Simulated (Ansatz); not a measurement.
H4HfO4···HCl

Input

```
crystal:
  periodic: [false, false, false]
  atoms:
    - { symbol: Hf, position_ang: [-0.198129, -0.291915, 0.115201] }
    - { symbol: O, position_ang: [-0.091863, -0.059335, 2.135236] }
    - { symbol: H, position_ang: [-0.734787, -0.19592, 2.835418] }
    - { symbol: O, position_ang: [1.568482, -0.497423, -0.619738] }
    - { symbol: H, position_ang: [2.450367, -0.47452, -0.982542] }
    - { symbol: O, position_ang: [-1.172947, 1.16237, -0.686345] }
    - { symbol: H, position_ang: [-1.539811, 1.949275, -1.081255] }
    - { symbol: O, position_ang: [-1.216406, -1.893624, -0.194895] }
    - { symbol: H, position_ang: [-1.633198, -2.695053, -0.502883] }
    - { symbol: Cl, position_ang: [1.671384, 2.681797, 1.342345] }
    - { symbol: H, position_ang: [1.136209, 1.76375, 2.152357] }
basis:
  gaussian: { orbitals: def2-SVP }
hamiltonian:
  xc: pbe0
  dispersion: d4
relax:
  f_tol: 0.03
  max_steps: 50
output:
  orbitals: {}
```

Run with:

```sh
ansatz run input.yaml --threads 4 --pin off --max-ram 5120MiB --backend cpu --events-out ev --progress --plain --runs-dir out
```

The fields are those of the run's last geometry, not of the input's.

Core potentials replace the inner electrons of Hf.

Theory: RKS PBE0-D4/def2-SVP (Ansatz 0.2.0).

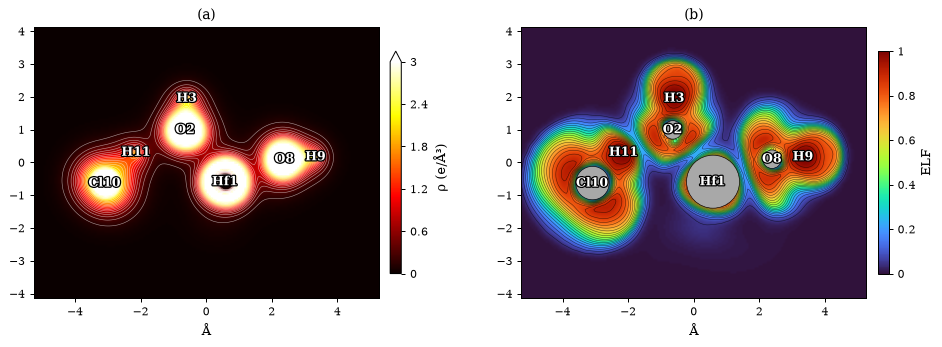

Figure 1. (a) electron density; (b) electron localisation function on the plane of atoms Hf1, O2 and H3. Grey discs cover the atomic cores in the ELF map.

Q: What does the map show?

A:
- The section cuts through Hf, O, H and Cl sites.
- O2···H11 (1.64 Å): the density falls to about 0.37 e/Å³ on the way; the ELF dips to about 0.25 between them.
- Hf–O (1.93 Å): ρ at the midpoint is about 0.84 e/Å³; the ELF peaks at about 0.80 in the valence shell of O, 0.5 Å from its nucleus, and drops to about 0.20 between the two atoms.
- O–H (0.95 Å): ρ at the midpoint is about 3.7 e/Å³; the ELF climbs to about 1 towards the hydrogen, as it does in any bond to H; an ordinary covalent bond to hydrogen.
- Hf–O (2.00 Å): ρ at the midpoint is about 0.74 e/Å³; the ELF peaks at about 0.85 in the valence shell of O, 0.6 Å from its nucleus, and drops to about 0.20 between the two atoms.
- Cl–H (1.33 Å): the density is about 1.8 e/Å³ at the midpoint; the ELF climbs to about 1 towards the hydrogen; a covalent bond by its length.
- The ELF also peaks beside Cl10, away from the bonds: lone-pair regions.

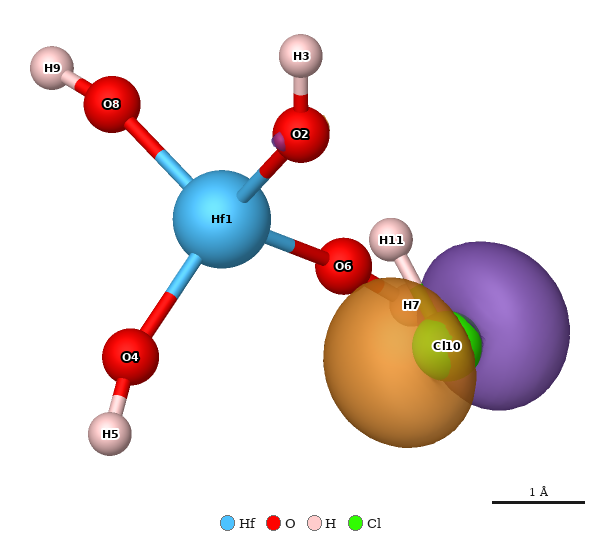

Figure 2. The HOMO at ±0.2 Å⁻³ᐟ² (orange and purple are the two phases), seen at an oblique angle.

Q: What is the character of this orbital?

A: By Hirshfeld shares it lies mainly on Cl10 (about 95 %); largely a lone pair of Cl10. Its energy is −8.16 eV.

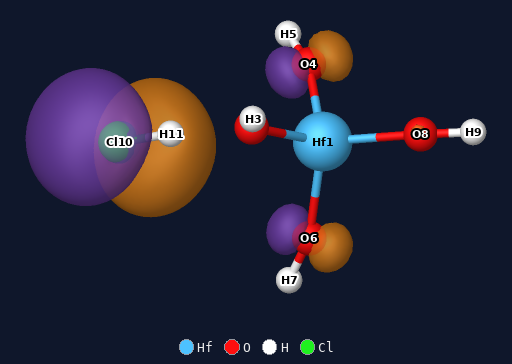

Figure 3. The HOMO−1 at ±0.1 Å⁻³ᐟ² (orange and purple are the two phases), seen from one side.

Q: Where does this orbital lie, and at what energy?

A: It lies mainly on Cl10 (about 90 %); largely a lone pair of Cl10. Its energy is −8.22 eV.
